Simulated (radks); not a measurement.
# Zr⁻ inside a hard spherical wall

What does compression do to the levels of Zr⁻? A hard sphere of shrinking radius stands in for pressure; the configuration is held at [Kr] 4d3 5s2.

The numbers are computed with radks (a radial shooting solver on a logarithmic mesh, Libxc functionals) version 1 (scalar-relativistic Kohn-Sham, LDA (Slater exchange, Perdew-Wang correlation), spin-polarised, spherical densities, finite nucleus; open shells are filled with parallel spins first), except any that are marked as measured or tabulated.

## 1. What is computed

| Item | Value |
| --- | --- |
| element | zirconium (Z = 40) |
| charge | -1 |
| electrons | 41 |
| configuration | [Kr] 4d3 5s2 |
| nuclear rms radius | 4.2694 fm |

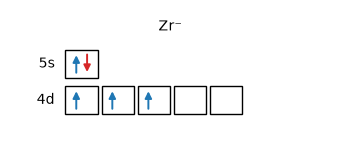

Occupation of the outer shells (arrows by Hund's rule).

## 2. Wall at 12 bohr

Input:

```text
Z 40
configuration [Kr] 4d3 5s2 5p0 6s0 4f0
relativity scalar-relativistic
functional lda,pw
spin polarised
nucleus finite rms 4.2694 fm
wall 12 bohr
c 137.035999084
```

Command:

```
$ python run_ks.py task.json out
```

This one command runs every case of the session in turn.

## 3. Wall at 10 bohr

Settings, as their differences from step 2:

```diff
@@ -6,3 +6,3 @@
 nucleus finite rms 4.2694 fm
-wall 12 bohr
+wall 10 bohr
 c 137.035999084
```

## 4. Wall at 8 bohr

Settings, as their differences from step 3:

```diff
@@ -6,3 +6,3 @@
 nucleus finite rms 4.2694 fm
-wall 10 bohr
+wall 8 bohr
 c 137.035999084
```

## 5. Wall at 6 bohr

Settings, as their differences from step 4:

```diff
@@ -6,3 +6,3 @@
 nucleus finite rms 4.2694 fm
-wall 8 bohr
+wall 6 bohr
 c 137.035999084
```

## 6. Wall at 5 bohr

Settings, as their differences from step 5:

```diff
@@ -6,3 +6,3 @@
 nucleus finite rms 4.2694 fm
-wall 6 bohr
+wall 5 bohr
 c 137.035999084
```

## 7. Wall at 3.5 bohr

Settings, as their differences from step 6:

```diff
@@ -6,3 +6,3 @@
 nucleus finite rms 4.2694 fm
-wall 5 bohr
+wall 3.5 bohr
 c 137.035999084
```

## 8. Wall at 2.5 bohr

Settings, as their differences from step 7:

```diff
@@ -6,3 +6,3 @@
 nucleus finite rms 4.2694 fm
-wall 3.5 bohr
+wall 2.5 bohr
 c 137.035999084
```

## 9. Wall at 2 bohr

Settings, as their differences from step 8:

```diff
@@ -6,3 +6,3 @@
 nucleus finite rms 4.2694 fm
-wall 2.5 bohr
+wall 2 bohr
 c 137.035999084
```

## 10. Wall at 1.5 bohr

Settings, as their differences from step 9:

```diff
@@ -6,3 +6,3 @@
 nucleus finite rms 4.2694 fm
-wall 2 bohr
+wall 1.5 bohr
 c 137.035999084
```

Before running it: what results should come out? Wanted: for each run, R; E − E(widest); ε(4d); ε(5p, empty); ε(6s, empty); ε(4f, empty); pressure.

As calculated:

| R (bohr) | E − E(widest) (eV) | ε(4d) (eV) | ε(5p, empty) (eV) | ε(6s, empty) (eV) | ε(4f, empty) (eV) | pressure (GPa) |
| --- | --- | --- | --- | --- | --- | --- |
| 12 | 0.000 | 1.987 | 2.542 | 4.103 | 5.998 | 0.0351 |
| 10 | 0.229 | 2.402 | 3.104 | 5.919 | 7.808 | 0.174 |
| 8 | 1.100 | 3.393 | 4.432 | 10.015 | 11.003 | 1.11 |
| 6 | 5.174 | 6.071 | 8.392 | 21.377 | 17.683 | 10.1 |
| 5 | 12.195 | 9.085 | 13.598 | 35.309 | 24.196 | 37.9 |
| 3.5 | 56.855 | 20.643 | 38.519 | 95.029 | 45.199 | 481 |
| 2.5 | 232.87 | 48.873 | 107.53 | 240.88 | 84.515 | 5308 |
| 2 | 576.04 | 89.848 | 209.26 | 441.38 | 131.75 | 24543 |
| 1.5 | 1729.6 | 199.64 | 475.29 | 942.29 | 237.11 | 162598 |

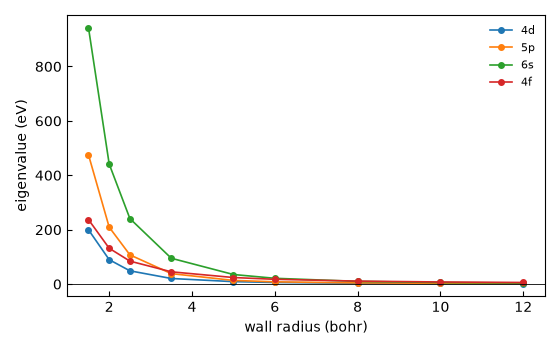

Outer levels against the radius of the wall.

Eigenvalues are for spin up. At the tightest wall, 1.5 bohr, the energy stands 1729.6 eV above the widest wall (12 bohr) and the pressure, −dE/dV, is 162598 GPa. Of the levels in the table that exist at both ends, 6s (empty) rises most from the widest wall (12 bohr) (938.19 eV). From R = 12 bohr inwards the highest occupied level lies above zero, in an anion first from self-interaction, then from the wall. Shells are not refilled when levels cross, and a hard wall is a model, not a crystal.
